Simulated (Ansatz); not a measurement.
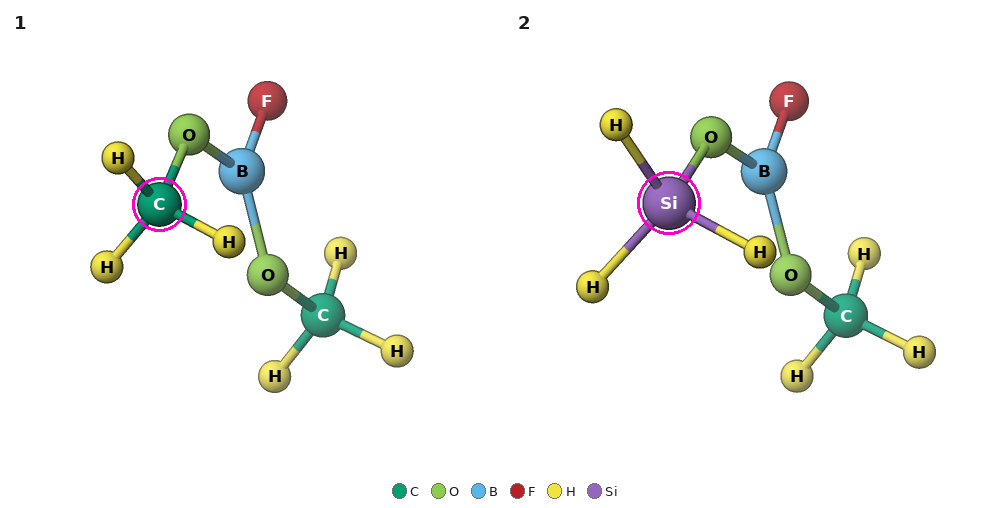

2 molecules with one skeleton, seen from the same side and at one scale; the atom that differs is circled. Charge 0, singlet. Computed geometries: PBE0-D4/def2-TZVP optimisations, one conformation each. Properties computed with Ansatz 0.2.0.

One atom differs, called X below: C in panel 1, Si in panel 2. Their formulas are C2H6BFO2 (`COB(F)OC`), CH6BFO2Si (`COB(F)O[SiH3]`).

In which is the mean length of X–H larger (PBE0-D4/def2-TZVP)?

Answer. In panel 2 (X = Si).

In which is the harmonic zero-point energy higher (PBE0-D4/def2-TZVP)?

Answer. In panel 1 (X = C).

Give the values. With PBE0-D4/def2-TZVP: mean length of X–H (Å), length of X–O (Å), mean angle H–X–H (°), harmonic zero-point energy (kJ/mol). With ωB97M-V/def2-TZVPP: dipole moment (D), HOMO energy (Kohn–Sham orbital) (eV), HOMO–LUMO gap (eV).

| quantity | 1 (C) | 2 (Si) | 2 − 1 |
| --- | --- | --- | --- |
| mean length of X–H (Å) | 1.092 | 1.483 | +0.391 |
| length of X–O (Å) | 1.414 | 1.654 | +0.240 |
| mean angle H–X–H (°) | 109.0 | 109.9 | +0.9 |
| dipole moment (D) | 2.11 | 1.74 | −0.37 |
| HOMO energy (Kohn–Sham orbital) (eV) | −10.89 | −11.24 | −0.35 |
| HOMO–LUMO gap (eV) | 13.09 | 12.97 | −0.12 |
| harmonic zero-point energy (kJ/mol) | 244.4 | 211.3 | −33.1 |
